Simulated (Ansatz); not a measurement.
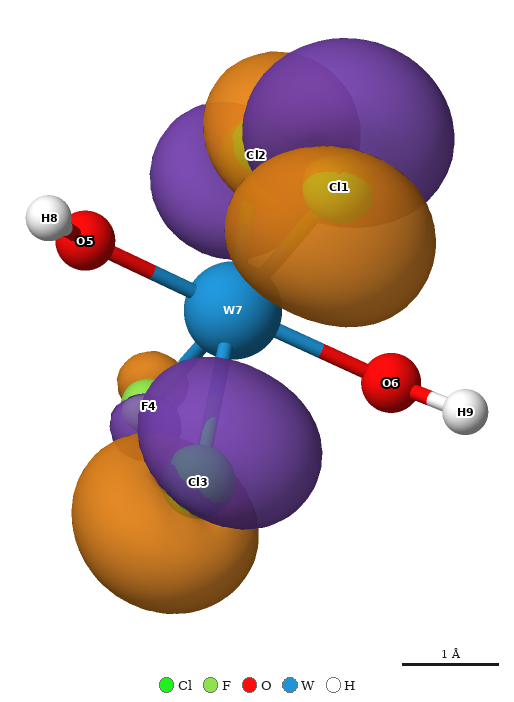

Figure 1: Cl$_{3}$FH$_{2}$O$_{2}$W (SMILES [OH][W]([OH])([F])([Cl])([Cl])[Cl]). One frontier orbital at ±0.1 Å⁻³ᐟ² (orange and purple are the two phases), seen at an oblique angle.

Geometry: PBE0-D4/def2-SVP; core potentials replace the inner electrons of W.

Theory: isolated molecule in a Gaussian basis; Kohn-Sham density functional theory, functional PBE0 in Ansatz.

```csv
atom,x (Å),y (Å),z (Å)
Cl,1.1704,0.4199,2.2921
Cl,0.6681,-2.4644,3.9162
Cl,-0.7866,-0.8733,-0.1954
F,-0.9037,-3.1770,1.6289
O,1.5281,-2.1104,1.0068
O,-1.4468,-0.6903,2.6087
W,0.0068,-1.5757,1.9005
H,2.1923,-1.7534,0.4064
H,-1.8595,0.1806,2.5879
```

> Which orbital is it: HOMO or LUMO?

The HOMO, at −8.98 eV. By Hirshfeld shares it lies mainly on Cl1 (about 50 %), Cl3 (about 30 %) and Cl2 (about 15 %); largely a combination of lone pairs on Cl1, Cl3 and Cl2.
